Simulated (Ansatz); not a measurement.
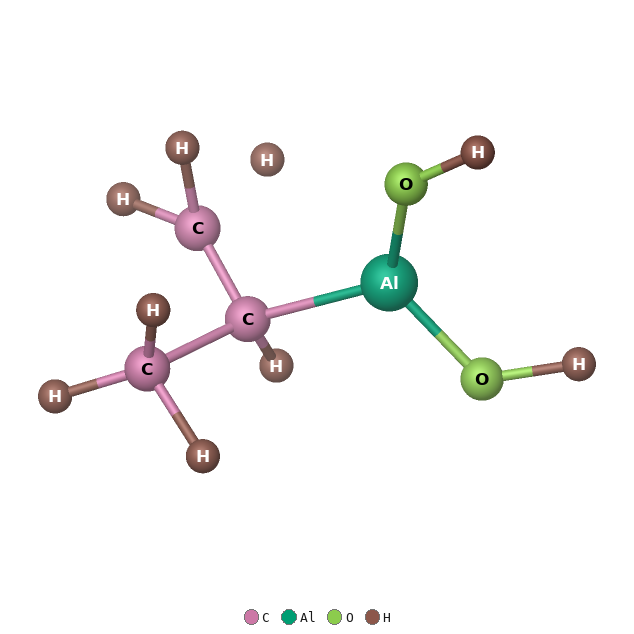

The structure as it stands in the input.

The calculation was set up as follows.

```yaml
crystal:
  periodic: [false, false, false]
  atoms:
    - {symbol: C, position_ang: [-0.466391, -0.528263, 1.424714]}
    - {symbol: C, position_ang: [0.033466, -0.773966, 0.211045]}
    - {symbol: C, position_ang: [1.547120, -1.000333, 0.675315]}
    - {symbol: Al, position_ang: [-0.557419, 0.600148, -1.032013]}
    - {symbol: O, position_ang: [-0.663938, 0.122679, -2.602278]}
    - {symbol: O, position_ang: [-0.285984, 2.396932, -0.737728]}
    - {symbol: H, position_ang: [-0.374251, 0.514278, 2.027154]}
    - {symbol: H, position_ang: [-1.936088, -0.309300, 1.404762]}
    - {symbol: H, position_ang: [-0.589554, -1.009982, 2.462032]}
    - {symbol: H, position_ang: [-0.459149, -1.602747, -0.247991]}
    - {symbol: H, position_ang: [1.750155, 0.065305, 0.885124]}
    - {symbol: H, position_ang: [2.073970, -1.811817, 1.425094]}
    - {symbol: H, position_ang: [2.030861, -1.161838, -0.576634]}
    - {symbol: H, position_ang: [-1.303889, 0.691062, -3.447918]}
    - {symbol: H, position_ang: [-0.555463, 3.302907, -1.300009]}
basis:
  gaussian: {orbitals: def2-TZVP}
hamiltonian: {xc: {name: CAM-B3LYP}, dispersion: d3bj}
output: {forces: true}
```

Command:

```sh
ansatz run in.yaml --threads 2 --pin off --events-out ev --progress --plain --max-ram 32768MiB --backend cpu
```

What the program printed:

```
Functional definition: CAM-B3LYP
  name "CAM-B3LYP"
  cite "Yanai, Tew & Handy, Chem. Phys. Lett. 393, 51 (2004) doi:10.1016/j.cplett.2004.06.011"
  cite "Iikura, Tsuneda, Yanai & Hirao, J. Chem. Phys. 115, 3540 (2001) doi:10.1063/1.1383587"
  cite "Becke, Phys. Rev. A 38, 3098 (1988) doi:10.1103/PhysRevA.38.3098"
  cite "Lee, Yang & Parr, Phys. Rev. B 37, 785 (1988) doi:10.1103/PhysRevB.37.785"
  cite "Vosko, Wilk & Nusair, Can. J. Phys. 58, 1200 (1980) doi:10.1139/p80-159"
  parameter alpha = 0.19
  parameter beta = 0.46
  parameter omega = 0.33/bohr
  parameter ac = 0.81
  # Exact exchange under (alpha + beta erf(omega r))/r, Becke's under what is left of 1/r.
  exchange = (1 - alpha - beta)*b88_x + beta*b88_x_sr(omega) + alpha*exact_x + beta*exact_x_lr(omega)
  correlation = (1 - ac)*vwn5_c + ac*lyp_c
1497 factors; their error is unknown
438 factors; integrals over basis functions are off by at most 1.8e-5 eV
mean field evaluation 1: about -13928.1013 eV, gradient 9.6e1 eV
mean field evaluation 2: about -13908.8956 eV, gradient 1.4e2 eV
mean field evaluation 4: about -13945.5831 eV, gradient 7.5e0 eV
mean field evaluation 8: about -13945.7053 eV, gradient 1.4e-1 eV
mean field evaluation 16: about -13945.6977 eV, gradient 5.1e-4 eV
mean field -13945.69768943 eV, -512.4949373532 hartree, gradient 2.9e-5 eV, S^2 0.000000; 0 other end points of the search recorded, 0 dependent functions left out
the calculation of the forces begins
reference -13945.69784694 eV, -512.4949431415 hartree; 28, 28 occupied and 218, 218 virtual orbitals, 1497 factors
Total energy: -13945.94821913 eV, -512.5041441500 hartree
Atom 0 at    -0.466391    -0.528263     1.424714 Å, force    -9.893506     5.319420    10.535431 eV/Å
Atom 1 at     0.033466    -0.773966     0.211045 Å, force     3.488688    -1.996678    -2.352242 eV/Å
Atom 2 at     1.547120    -1.000333     0.675315 Å, force     2.376412    -0.202672    -5.536289 eV/Å
Atom 3 at    -0.557419     0.600148    -1.032013 Å, force     1.749194     3.723671     0.985787 eV/Å
Atom 4 at    -0.663938     0.122679    -2.602278 Å, force    -3.894348     2.035833    -5.736019 eV/Å
Atom 5 at    -0.285984     2.396932    -0.737728 Å, force    -1.640492     1.442992    -2.136905 eV/Å
Atom 6 at    -0.374251     0.514278     2.027154 Å, force     0.691269    -1.406902    -2.340401 eV/Å
Atom 7 at    -1.936088    -0.309300     1.404762 Å, force     3.181126    -0.515220    -0.324865 eV/Å
Atom 8 at    -0.589554    -1.009982     2.462032 Å, force     1.075046    -1.356636    -2.177345 eV/Å
Atom 9 at    -0.459149    -1.602747    -0.247991 Å, force     0.103458    -1.213334    -0.250186 eV/Å
Atom 10 at     1.750155     0.065305     0.885124 Å, force     1.035385    -0.914581     0.511292 eV/Å
Atom 11 at     2.073970    -1.811817     1.425094 Å, force    -2.242610     2.016951    -1.899907 eV/Å
Atom 12 at     2.030861    -1.161838    -0.576634 Å, force    -0.420968     0.230399     4.032095 eV/Å
Atom 13 at    -1.303889     0.691062    -3.447918 Å, force     3.339242    -2.809255     4.389066 eV/Å
Atom 14 at    -0.555463     3.302907    -1.300009 Å, force     1.052105    -4.353988     2.300489 eV/Å
Dipole moment:    -0.370355     0.132519    -0.247739 e Å
```

The run converged.
